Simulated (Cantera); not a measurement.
A closed system holds: 1 mol Ta, 2.3 mol CO2, 89 mol H2, equilibrated at 1648 K.

These are equilibrium values from Cantera (NASA tables, ideal gas, pure condensed phases), not measurements of a reactor. Candidate condensed phases: C, C6H6, C7H8, C8H18, H2O, Ta, TaC, Ta2O5; 113 gas species. Mutual solubility and eutectic melting of coexisting phases are not modelled. TaC: taken at fixed stoichiometry. Condensed phases not in the tables: Ta2C, N, O or C dissolved in the metal. Rates play no part.

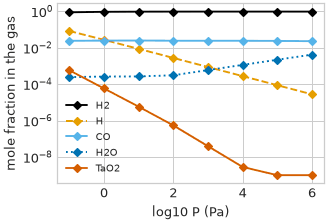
Equilibrium gas composition (values under 1e-9 drawn at 1e-9)

From 0.100 Pa to 10.0 Pa the condensed part is Ta(s) + Ta2O5(s). From 1.00 mbar to 10.0 bar the condensed part is TaC(s) + Ta2O5(s).
